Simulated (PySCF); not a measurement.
## Spin–spin coupling calculation of C4H5O3S (charge −1)

C4H5O3S, charge −1, computed with wB97X/def2-SVPD indirect spin-spin coupling, non-relativistic, gas phase (PySCF 2.14.0).

The run did not end well. The geometry comes from this level: GFN2-xTB.

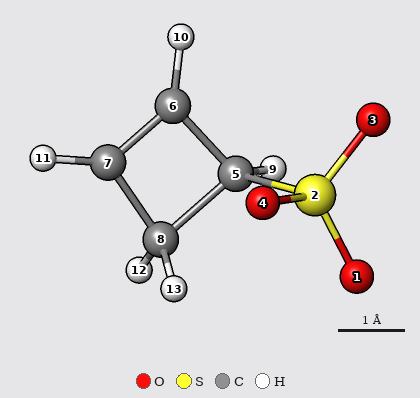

Figure 1. The structure (ball-and-stick view, seen at a tilt; atoms are numbered from 1 in the order of the input).

**Input**
```
{"job": {"kind": "j", "xc": "wB97X", "basis": "def2-SVPD", "scf": {"diis": false, "max_cycle": 60}}, "charge": -1, "multiplicity": 1}
O      2.507251    -0.677037     0.270310
S      1.584057     0.442753     0.446570
O      2.104793     1.715968    -0.044115
O      0.991880     0.513458     1.777299
C      0.187086     0.036615    -0.699449
C     -0.983044     0.888494    -0.405227
C     -1.660272    -0.089987     0.198855
C     -0.606092    -1.125964    -0.086062
H      0.607568    -0.038905    -1.695906
H     -1.149011     1.941605    -0.550242
H     -2.581612    -0.143588     0.754553
H     -0.890460    -1.922036    -0.776875
H     -0.116533    -1.540888     0.792560
```

The first line tells a small driver script what to run in PySCF; the rest is the geometry in Å.

Command:
```bash
OMP_NUM_THREADS=1 python <driver script> task.json out
```

**The program's output**
```
final grid: 117064 points
cycle   1  E = -778.4580117433  dE =  2.400e+00  |g| = 1.269e+00  |ddm| = 6.037e+00
cycle   2  E = -778.3697433914  dE =  8.827e-02  |g| = 1.531e+00  |ddm| = 2.893e+00
cycle   3  E = -778.2563032122  dE =  1.134e-01  |g| = 1.741e+00  |ddm| = 2.921e+00
cycle   4  E = -777.9201448053  dE =  3.362e-01  |g| = 2.184e+00  |ddm| = 3.761e+00
cycle   5  E = -777.6833438762  dE =  2.368e-01  |g| = 2.481e+00  |ddm| = 4.428e+00
cycle   6  E = -776.6982198948  dE =  9.851e-01  |g| = 3.336e+00  |ddm| = 6.288e+00
cycle   7  E = -776.1408772892  dE =  5.573e-01  |g| = 3.731e+00  |ddm| = 7.343e+00
cycle   8  E = -768.8338452959  dE =  7.307e+00  |g| = 6.512e+00  |ddm| = 2.187e+01
cycle   9  E = -737.3357078770  dE =  3.150e+01  |g| = 8.759e+00  |ddm| = 6.233e+01
cycle  10  E = -614.4721554961  dE =  1.229e+02  |g| = 1.787e+01  |ddm| = 4.261e+02
[... 40 cycles left out ...]
cycle  51  E = -475.8594898684  dE = -1.757e+02  |g| = 1.342e+01  |ddm| = 8.880e+02
cycle  52  E = -300.1380315376  dE =  1.757e+02  |g| = 2.080e+01  |ddm| = 8.880e+02
cycle  53  E = -475.8594898684  dE = -1.757e+02  |g| = 1.342e+01  |ddm| = 8.880e+02
cycle  54  E = -300.1380315376  dE =  1.757e+02  |g| = 2.080e+01  |ddm| = 8.880e+02
cycle  55  E = -475.8594898684  dE = -1.757e+02  |g| = 1.342e+01  |ddm| = 8.880e+02
cycle  56  E = -300.1380315376  dE =  1.757e+02  |g| = 2.080e+01  |ddm| = 8.880e+02
cycle  57  E = -475.8594898684  dE = -1.757e+02  |g| = 1.342e+01  |ddm| = 8.880e+02
cycle  58  E = -300.1380315376  dE =  1.757e+02  |g| = 2.080e+01  |ddm| = 8.880e+02
cycle  59  E = -475.8594898684  dE = -1.757e+02  |g| = 1.342e+01  |ddm| = 8.880e+02
cycle  60  E = -300.1380315376  dE =  1.757e+02  |g| = 2.080e+01  |ddm| = 8.880e+02
SCF not converged, last energy = -300.1380315376
```

**Outcome**

| quantity | value |
| --- | --- |
| outcome | not converged |
| total energy | −300.138032 hartree |
| HOMO | −89.84 eV |
| LUMO | −87.68 eV |
| hardware | 1 CPU thread, shared host |
| wall time | 2 min |
| peak memory | 0.92 GiB |

**What went wrong**

Some settings of this run were drawn to be unusual or wrong. The run did not converge. At least one of its steps failed, so the values that rest on that step are not results.
